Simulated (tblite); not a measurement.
Geometry relaxation of C8H14N2Si

The run: geometry relaxation of C8H14N2Si, SMILES c1ccn([SiH2]N2CCCC2)c1. Method and program: GFN2-xTB geometry optimisation, gas phase (tblite 0.8.0).

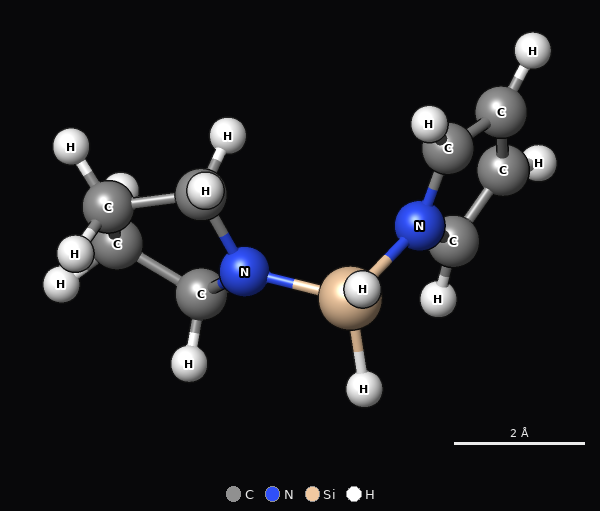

The structure as given in the input (ball-and-stick view, seen at a tilt).

## Summary

- outcome: converged
- total energy: −867.9911 eV
- hardware: 1 CPU thread, shared host
- wall time: 1.3 s
- peak memory: 0.2 GiB

## Input file
```
{"job": {"xc": "GFN2-xTB", "basis": "xTB", "kind": "relax"}, "charge": 0, "multiplicity": 1}
C      3.439300     0.335400    -1.278200
C      3.313900    -1.067500    -1.205000
C      2.345900    -1.359800    -0.264800
N      1.860400    -0.155300     0.197800
Si     0.583200     0.007500     1.422400
N     -0.937600     0.127800     0.625000
C     -1.378200     1.320400    -0.108200
C     -2.815200     1.010600    -0.445700
C     -2.770900    -0.468500    -0.798500
C     -1.640900    -1.024600     0.049700
C      2.511100     0.876500    -0.399900
H      4.102000     0.897000    -1.908500
H      3.886100    -1.800800    -1.742900
H      1.956200    -2.309100     0.074700
H      0.773300     1.255600     2.214500
H      0.534300    -1.175500     2.319800
H     -1.315600     2.234600     0.500000
H     -0.789800     1.453700    -1.018800
H     -3.199100     1.621700    -1.267900
H     -3.462300     1.167700     0.428100
H     -2.547600    -0.580400    -1.860300
H     -3.730400    -0.960400    -0.597800
H     -2.029800    -1.656500     0.853200
H     -0.987400    -1.643000    -0.586500
H      2.288300     1.917000    -0.164800
```

The first line tells a small driver script what to run in tblite; the rest is the geometry in Å.

Launched with:
```bash
OMP_NUM_THREADS=1 python <driver script> task.json out
```

## The program's output
```
step      E/eV     max force
  0    -867.80471    1.346
  1    -867.87643    0.665
  2    -867.90670    0.454
  3    -867.93445    0.259
  4    -867.93999    0.197
  5    -867.94798    0.156
  6    -867.95290    0.167
  7    -867.95773    0.146
  8    -867.96032    0.116
  9    -867.96223    0.081
 10    -867.96383    0.092
 11    -867.96562    0.106
 12    -867.96739    0.090
 13    -867.96879    0.076
 14    -867.96973    0.057
 15    -867.97041    0.057
 16    -867.97103    0.066
 17    -867.97165    0.063
 18    -867.97222    0.054
 19    -867.97278    0.062
 20    -867.97343    0.055
 21    -867.97423    0.058
 22    -867.97507    0.052
 23    -867.97584    0.065
 24    -867.97653    0.073
 25    -867.97724    0.060
 26    -867.97787    0.049
 27    -867.97828    0.045
 28    -867.97853    0.035
 29    -867.97853    0.035
 30    -867.97865    0.030
 31    -867.97901    0.022
 32    -867.97909    0.023
 33    -867.97938    0.027
 34    -867.97957    0.029
 35    -867.97975    0.031
 36    -867.97992    0.032
 37    -867.98011    0.031
 38    -867.98031    0.030
 39    -867.98052    0.035
 40    -867.98072    0.035
 41    -867.98091    0.027
 42    -867.98109    0.038
 43    -867.98129    0.049
 44    -867.98153    0.050
 45    -867.98181    0.038
 46    -867.98210    0.037
 47    -867.98236    0.034
 48    -867.98265    0.046
 49    -867.98299    0.046
 50    -867.98340    0.040
 51    -867.98378    0.038
 52    -867.98414    0.044
 53    -867.98451    0.044
 54    -867.98487    0.033
 55    -867.98518    0.028
 56    -867.98544    0.043
 57    -867.98568    0.053
 58    -867.98595    0.048
 59    -867.98621    0.030
 60    -867.98640    0.030
 61    -867.98655    0.027
 62    -867.98668    0.023
 63    -867.98684    0.026
 64    -867.98701    0.031
 65    -867.98719    0.031
 66    -867.98737    0.036
 67    -867.98759    0.037
 68    -867.98781    0.029
 69    -867.98800    0.035
 70    -867.98815    0.034
 71    -867.98832    0.037
 72    -867.98860    0.044
 73    -867.98897    0.048
 74    -867.98931    0.051
 75    -867.98954    0.038
 76    -867.98971    0.031
 77    -867.98988    0.030
 78    -867.99004    0.025
 79    -867.99016    0.031
 80    -867.99025    0.021
 81    -867.99032    0.017
 82    -867.99039    0.015
 83    -867.99045    0.012
 84    -867.99049    0.011
 85    -867.99052    0.013
 86    -867.99057    0.015
 87    -867.99062    0.015
 88    -867.99066    0.014
 89    -867.99069    0.015
 90    -867.99075    0.019
 91    -867.99083    0.025
 92    -867.99094    0.024
 93    -867.99102    0.016
 94    -867.99106    0.010
 95    -867.99107    0.008
 96    -867.99109    0.006
 97    -867.99110    0.007
 98    -867.99110    0.006
 99    -867.99111    0.005
100    -867.99112    0.004
```

## Trajectory as extended XYZ (Å, eV, eV/Å), 9 of the 12 frames kept, from step=0 to step=100
```
25
Properties=species:S:1:pos:R:3:forces:R:3 step=0 energy=-867.80471
C     3.4393    0.3354   -1.2782   -0.6800   0.4270   0.4590
C     3.3139   -1.0675   -1.2050   -0.2920  -0.3330   0.4990
C     2.3459   -1.3598   -0.2648    0.4910   0.9500  -0.6280
N     1.8604   -0.1553    0.1978   -0.6390  -0.4960   1.0760
Si    0.5832    0.0075    1.4224   -0.3160   0.1520   0.2230
N    -0.9376    0.1278    0.6250   -0.1910   0.1660  -0.2260
C    -1.3782    1.3204   -0.1082    0.1840  -0.0230   0.5560
C    -2.8152    1.0106   -0.4457   -0.6980   0.1750  -0.0690
C    -2.7709   -0.4685   -0.7985   -0.5700   0.0210  -0.2930
C    -1.6409   -1.0246    0.0497    0.3770  -0.1610   0.1470
C     2.5111    0.8765   -0.3999    0.8850  -0.3610  -0.7500
H     4.1020    0.8970   -1.9085    0.0240  -0.0780  -0.0180
H     3.8861   -1.8008   -1.7429    0.0210   0.1060  -0.0660
H     1.9562   -2.3091    0.0747    0.1000   0.3900  -0.0560
H     0.7733    1.2556    2.2145    0.0310  -0.3850  -0.4190
H     0.5343   -1.1755    2.3198    0.1190   0.2810  -0.4360
H    -1.3156    2.2346    0.5000    0.2710  -0.3450  -0.0270
H    -0.7898    1.4537   -1.0188    0.0930   0.0730  -0.1270
H    -3.1991    1.6217   -1.2679    0.0620  -0.0520   0.1130
H    -3.4623    1.1677    0.4281    0.2150  -0.0020  -0.1300
H    -2.5476   -0.5804   -1.8603    0.0070  -0.0540  -0.0030
H    -3.7304   -0.9604   -0.5978    0.2320   0.0530  -0.0570
H    -2.0298   -1.6565    0.8532    0.1380   0.0360   0.0820
H    -0.9874   -1.6430   -0.5865    0.0510   0.0930   0.2400
H     2.2883    1.9170   -0.1648    0.0850  -0.6330  -0.0920
25
Properties=species:S:1:pos:R:3:forces:R:3 step=9 energy=-867.96223
C     3.4206    0.3378   -1.2704    0.0280  -0.0140  -0.0120
C     3.3089   -1.0700   -1.1896    0.0260   0.0010   0.0160
C     2.3565   -1.3379   -0.2534   -0.0030   0.0580   0.0010
N     1.8730   -0.1619    0.2572   -0.0060   0.0030   0.0220
Si    0.5473    0.0176    1.4059    0.0430  -0.0190   0.0300
N    -0.9654    0.1339    0.6137    0.0710  -0.0210  -0.0080
C    -1.3869    1.3183   -0.1046    0.0090   0.0020  -0.0190
C    -2.8413    1.0189   -0.4516    0.0600   0.0010   0.0240
C    -2.7896   -0.4677   -0.8112    0.0490  -0.0160   0.0340
C    -1.6447   -1.0254    0.0514   -0.0030   0.0160   0.0100
C     2.5299    0.8570   -0.3813   -0.0310  -0.0370   0.0310
H     4.0868    0.8878   -1.9068   -0.0150  -0.0010  -0.0150
H     3.8774   -1.7857   -1.7519   -0.0250  -0.0020  -0.0120
H     1.9664   -2.2791    0.0859    0.0450   0.0390   0.0330
H     0.7859    1.2523    2.1430   -0.0080   0.0500  -0.0630
H     0.5497   -1.1772    2.2425   -0.0170  -0.0380  -0.0640
H    -1.2553    2.1939    0.5326   -0.0550   0.0210  -0.0420
H    -0.7979    1.4646   -1.0242   -0.0430  -0.0040   0.0260
H    -3.2126    1.6384   -1.2655   -0.0150  -0.0160   0.0060
H    -3.4619    1.1752    0.4297   -0.0380  -0.0080   0.0130
H    -2.5540   -0.5893   -1.8690    0.0010   0.0140   0.0100
H    -3.7305   -0.9761   -0.6102   -0.0110   0.0170  -0.0040
H    -2.0071   -1.6481    0.8752   -0.0400   0.0110  -0.0370
H    -0.9610   -1.6338   -0.5529   -0.0550  -0.0070  -0.0200
H     2.2948    1.8808   -0.1576    0.0350  -0.0500   0.0380
25
Properties=species:S:1:pos:R:3:forces:R:3 step=27 energy=-867.97828
C     3.4342    0.3343   -1.2757    0.0030  -0.0020   0.0070
C     3.3250   -1.0733   -1.1914   -0.0070  -0.0030  -0.0020
C     2.4050   -1.3395   -0.2231    0.0050   0.0110   0.0170
N     1.9362   -0.1655    0.3036   -0.0140  -0.0010  -0.0070
Si    0.5544    0.0163    1.3841    0.0080  -0.0040  -0.0140
N    -0.9433    0.1294    0.5649    0.0140  -0.0070  -0.0030
C    -1.4034    1.3227   -0.1172    0.0020  -0.0090   0.0030
C    -2.8622    1.0154   -0.4344    0.0130   0.0030   0.0060
C    -2.8047   -0.4632   -0.8149    0.0150  -0.0200   0.0050
C    -1.6648   -1.0260    0.0470    0.0110   0.0100  -0.0100
C     2.5762    0.8515   -0.3533   -0.0020  -0.0070   0.0130
H     4.0707    0.8866   -1.9396    0.0110  -0.0040   0.0030
H     3.8616   -1.7916   -1.7808    0.0100   0.0040   0.0070
H     2.0490   -2.2807    0.1491   -0.0140   0.0050  -0.0080
H     0.7634    1.2786    2.0836    0.0050  -0.0020   0.0020
H     0.5241   -1.1969    2.1937    0.0040   0.0130  -0.0080
H    -1.2822    2.1943    0.5280    0.0240  -0.0130  -0.0170
H    -0.8374    1.4921   -1.0459   -0.0390   0.0160   0.0140
H    -3.2568    1.6404   -1.2325   -0.0100   0.0040  -0.0120
H    -3.4703    1.1568    0.4587   -0.0040  -0.0200   0.0210
H    -2.5611   -0.5655   -1.8727    0.0200   0.0110  -0.0050
H    -3.7452   -0.9786   -0.6328   -0.0180   0.0040   0.0170
H    -2.0414   -1.6176    0.8886    0.0000   0.0350  -0.0290
H    -1.0098   -1.6696   -0.5508   -0.0200  -0.0210   0.0080
H     2.3718    1.8735   -0.0990   -0.0150  -0.0040  -0.0090
25
Properties=species:S:1:pos:R:3:forces:R:3 step=36 energy=-867.97992
C     3.4372    0.3338   -1.2726    0.0060  -0.0050   0.0080
C     3.3273   -1.0740   -1.1879    0.0040   0.0040   0.0060
C     2.4047   -1.3396   -0.2216    0.0110   0.0060  -0.0070
N     1.9357   -0.1650    0.3026   -0.0040  -0.0020  -0.0200
Si    0.5553    0.0178    1.3811    0.0100  -0.0030  -0.0120
N    -0.9356    0.1280    0.5519    0.0060  -0.0030  -0.0100
C    -1.4042    1.3239   -0.1188   -0.0010  -0.0090  -0.0060
C    -2.8637    1.0145   -0.4284   -0.0020  -0.0050   0.0000
C    -2.8025   -0.4623   -0.8166   -0.0050  -0.0030   0.0030
C    -1.6638   -1.0267    0.0434   -0.0070   0.0070   0.0020
C     2.5761    0.8518   -0.3531    0.0080  -0.0060  -0.0100
H     4.0779    0.8841   -1.9350   -0.0040  -0.0040   0.0120
H     3.8686   -1.7913   -1.7748   -0.0030   0.0050   0.0130
H     2.0404   -2.2798    0.1459    0.0060   0.0110  -0.0040
H     0.7666    1.2772    2.0834   -0.0010   0.0170   0.0080
H     0.5270   -1.1931    2.1911   -0.0040  -0.0170   0.0130
H    -1.2723    2.1925    0.5282   -0.0090  -0.0130  -0.0100
H    -0.8522    1.4999   -1.0539    0.0040   0.0060   0.0030
H    -3.2622    1.6390   -1.2256   -0.0200   0.0100   0.0230
H    -3.4707    1.1446    0.4678    0.0100   0.0090   0.0020
H    -2.5562   -0.5588   -1.8745   -0.0100   0.0030   0.0060
H    -3.7435   -0.9763   -0.6309   -0.0020  -0.0110  -0.0290
H    -2.0468   -1.6064    0.8894    0.0080   0.0070   0.0000
H    -1.0173   -1.6833   -0.5500   -0.0090   0.0090   0.0170
H     2.3632    1.8736   -0.1040    0.0070  -0.0110  -0.0060
25
Properties=species:S:1:pos:R:3:forces:R:3 step=54 energy=-867.98487
C     3.4867    0.3257   -1.2604   -0.0070  -0.0100   0.0110
C     3.3757   -1.0820   -1.1694    0.0010   0.0120   0.0160
C     2.4244   -1.3417   -0.2294    0.0190   0.0080  -0.0100
N     1.9375   -0.1643    0.2714    0.0210  -0.0020  -0.0010
Si    0.5566    0.0214    1.3491    0.0000  -0.0030  -0.0320
N    -0.9259    0.1279    0.5086   -0.0270   0.0010  -0.0080
C    -1.4236    1.3272   -0.1352   -0.0310   0.0110  -0.0010
C    -2.8912    1.0070   -0.3896   -0.0150  -0.0050   0.0010
C    -2.8134   -0.4534   -0.8263   -0.0120   0.0030  -0.0040
C    -1.6914   -1.0232    0.0485   -0.0180  -0.0140  -0.0210
C     2.5963    0.8487   -0.3717    0.0200  -0.0100  -0.0080
H     4.1472    0.8731   -1.9059   -0.0130  -0.0120   0.0140
H     3.9365   -1.8037   -1.7326   -0.0110   0.0140   0.0120
H     2.0503   -2.2799    0.1331    0.0060   0.0100  -0.0020
H     0.7584    1.2792    2.0582    0.0190   0.0200  -0.0070
H     0.5199   -1.1822    2.1705    0.0130  -0.0220  -0.0010
H    -1.2779    2.1934    0.5114    0.0120  -0.0070   0.0120
H    -0.9051    1.5145   -1.0874   -0.0120  -0.0050   0.0110
H    -3.3483    1.6493   -1.1399    0.0220   0.0100   0.0130
H    -3.4492    1.0886    0.5438   -0.0160   0.0180  -0.0120
H    -2.5327   -0.5082   -1.8791   -0.0150  -0.0060   0.0090
H    -3.7533   -0.9843   -0.6876    0.0100  -0.0080  -0.0100
H    -2.0949   -1.5601    0.9138    0.0120   0.0200   0.0130
H    -1.0688   -1.7215   -0.5193    0.0200  -0.0100   0.0040
H     2.3753    1.8723   -0.1373    0.0030  -0.0130  -0.0020
25
Properties=species:S:1:pos:R:3:forces:R:3 step=63 energy=-867.98684
C     3.5113    0.3215   -1.2539   -0.0020  -0.0070   0.0050
C     3.4008   -1.0857   -1.1596    0.0010   0.0070   0.0050
C     2.4413   -1.3437   -0.2279    0.0110   0.0050  -0.0160
N     1.9484   -0.1653    0.2643    0.0080  -0.0020  -0.0140
Si    0.5573    0.0223    1.3271    0.0150  -0.0030   0.0020
N    -0.9305    0.1278    0.4969   -0.0040   0.0000  -0.0050
C    -1.4415    1.3284   -0.1323   -0.0180   0.0100  -0.0070
C    -2.9108    1.0055   -0.3736   -0.0070  -0.0020  -0.0080
C    -2.8236   -0.4495   -0.8295   -0.0130   0.0070   0.0040
C    -1.7066   -1.0213    0.0502   -0.0100  -0.0100  -0.0100
C     2.6130    0.8465   -0.3749    0.0110  -0.0090  -0.0160
H     4.1760    0.8665   -1.8966   -0.0020  -0.0020   0.0120
H     3.9659   -1.8076   -1.7176   -0.0010   0.0030   0.0120
H     2.0648   -2.2814    0.1332    0.0030   0.0090   0.0010
H     0.7651    1.2839    2.0279    0.0050   0.0170   0.0050
H     0.5256   -1.1833    2.1459    0.0020  -0.0170   0.0100
H    -1.2829    2.1916    0.5150   -0.0140  -0.0010   0.0050
H    -0.9398    1.5164   -1.0930    0.0070   0.0230   0.0110
H    -3.3721    1.6589   -1.1116    0.0030  -0.0150  -0.0020
H    -3.4654    1.0747    0.5633    0.0100   0.0030  -0.0160
H    -2.5338   -0.4892   -1.8809    0.0020   0.0020   0.0200
H    -3.7601   -0.9906   -0.7093    0.0010   0.0040   0.0130
H    -2.1156   -1.5399    0.9241   -0.0040   0.0000   0.0030
H    -1.0868   -1.7327   -0.5037   -0.0050  -0.0120  -0.0140
H     2.3890    1.8706   -0.1460    0.0010  -0.0110   0.0000
25
Properties=species:S:1:pos:R:3:forces:R:3 step=72 energy=-867.98860
C     3.5398    0.3166   -1.2487   -0.0090  -0.0070   0.0170
C     3.4307   -1.0909   -1.1506   -0.0110   0.0110   0.0080
C     2.4586   -1.3461   -0.2309    0.0160  -0.0040  -0.0150
N     1.9561   -0.1675    0.2504    0.0190  -0.0040  -0.0260
Si    0.5586    0.0217    1.3055    0.0420  -0.0040  -0.0140
N    -0.9303    0.1256    0.4764   -0.0010   0.0090   0.0010
C    -1.4600    1.3334   -0.1257   -0.0240   0.0170  -0.0080
C    -2.9287    1.0042   -0.3657   -0.0090   0.0030  -0.0080
C    -2.8383   -0.4487   -0.8257   -0.0160   0.0210  -0.0080
C    -1.7216   -1.0215    0.0510   -0.0120  -0.0020  -0.0040
C     2.6288    0.8421   -0.3828    0.0150   0.0010  -0.0200
H     4.2119    0.8631   -1.8830   -0.0080  -0.0180   0.0170
H     4.0032   -1.8158   -1.6976   -0.0040   0.0180   0.0170
H     2.0816   -2.2819    0.1332   -0.0050  -0.0120  -0.0080
H     0.7758    1.2887    1.9959   -0.0170  -0.0040   0.0130
H     0.5366   -1.1861    2.1233   -0.0140   0.0070   0.0090
H    -1.3116    2.1870    0.5370    0.0060  -0.0110   0.0180
H    -0.9635    1.5499   -1.0829    0.0010   0.0000   0.0060
H    -3.3929    1.6547   -1.1049    0.0100  -0.0060   0.0160
H    -3.4838    1.0732    0.5712    0.0140  -0.0090  -0.0240
H    -2.5419   -0.4797   -1.8753   -0.0220  -0.0160   0.0050
H    -3.7743   -0.9921   -0.7095    0.0140   0.0050  -0.0020
H    -2.1321   -1.5241    0.9335    0.0040  -0.0070   0.0110
H    -1.1170   -1.7477   -0.5008    0.0140   0.0020   0.0100
H     2.4033    1.8659   -0.1561   -0.0050   0.0080  -0.0100
25
Properties=species:S:1:pos:R:3:forces:R:3 step=90 energy=-867.99075
C     3.5894    0.3074   -1.2370   -0.0050  -0.0030   0.0020
C     3.4816   -1.0994   -1.1324   -0.0060   0.0030  -0.0010
C     2.4812   -1.3522   -0.2436    0.0080   0.0030  -0.0020
N     1.9603   -0.1714    0.2131    0.0000  -0.0010  -0.0100
Si    0.5632    0.0218    1.2676    0.0070   0.0010   0.0070
N    -0.9315    0.1279    0.4501   -0.0080   0.0050   0.0080
C    -1.4876    1.3442   -0.1110   -0.0140   0.0020  -0.0120
C    -2.9532    1.0028   -0.3542   -0.0110   0.0020  -0.0030
C    -2.8582   -0.4472   -0.8219   -0.0110   0.0100  -0.0050
C    -1.7397   -1.0170    0.0527   -0.0070  -0.0010   0.0020
C     2.6490    0.8366   -0.4062    0.0070  -0.0040  -0.0020
H     4.2803    0.8504   -1.8531   -0.0010  -0.0070   0.0070
H     4.0747   -1.8251   -1.6551    0.0000   0.0060   0.0080
H     2.0948   -2.2880    0.1115   -0.0020   0.0060  -0.0010
H     0.7745    1.2866    1.9644    0.0070  -0.0010   0.0010
H     0.5351   -1.1805    2.0942    0.0060  -0.0010  -0.0020
H    -1.3503    2.1794    0.5781    0.0060  -0.0140  -0.0010
H    -0.9987    1.5982   -1.0623    0.0020   0.0050  -0.0020
H    -3.4210    1.6572   -1.0871    0.0030  -0.0050  -0.0020
H    -3.5106    1.0613    0.5815    0.0090  -0.0060   0.0000
H    -2.5682   -0.4784   -1.8729    0.0050   0.0050   0.0010
H    -3.7913   -0.9943   -0.7029   -0.0020   0.0030   0.0010
H    -2.1514   -1.4976    0.9477    0.0060  -0.0090   0.0080
H    -1.1460   -1.7607   -0.4866    0.0060   0.0090   0.0000
H     2.4124    1.8620   -0.1973   -0.0050  -0.0060  -0.0010
25
Properties=species:S:1:pos:R:3:forces:R:3 step=100 energy=-867.99112
C     3.6000    0.3049   -1.2330   -0.0020  -0.0010   0.0000
C     3.4925   -1.1016   -1.1259   -0.0010   0.0010   0.0010
C     2.4820   -1.3532   -0.2485    0.0030   0.0010   0.0000
N     1.9543   -0.1719    0.1985    0.0010   0.0000  -0.0020
Si    0.5633    0.0225    1.2608    0.0010   0.0000   0.0030
N    -0.9386    0.1317    0.4565    0.0000   0.0000  -0.0020
C    -1.4948    1.3465   -0.1079   -0.0030   0.0020   0.0000
C    -2.9599    1.0033   -0.3507   -0.0020   0.0010  -0.0010
C    -2.8622   -0.4460   -0.8192   -0.0020   0.0020  -0.0020
C    -1.7426   -1.0150    0.0549    0.0000   0.0000  -0.0010
C     2.6491    0.8353   -0.4152    0.0030  -0.0010  -0.0010
H     4.2988    0.8462   -1.8411   -0.0020  -0.0010   0.0010
H     4.0942   -1.8275   -1.6381   -0.0010   0.0010   0.0020
H     2.0911   -2.2881    0.1038    0.0010   0.0020   0.0010
H     0.7829    1.2848    1.9595    0.0010   0.0000   0.0000
H     0.5398   -1.1830    2.0828    0.0020   0.0000   0.0020
H    -1.3569    2.1810    0.5814    0.0000   0.0020   0.0000
H    -1.0056    1.6007   -1.0593   -0.0010  -0.0020   0.0020
H    -3.4287    1.6561   -1.0842   -0.0010   0.0020   0.0020
H    -3.5162    1.0602    0.5855    0.0030  -0.0020  -0.0010
H    -2.5697   -0.4744   -1.8696   -0.0020  -0.0010  -0.0010
H    -3.7948   -0.9944   -0.7025    0.0010   0.0000   0.0020
H    -2.1508   -1.5012    0.9487    0.0010  -0.0020  -0.0020
H    -1.1448   -1.7531   -0.4875   -0.0010  -0.0010  -0.0010
H     2.4068    1.8605   -0.2127    0.0000  -0.0020  -0.0010
```
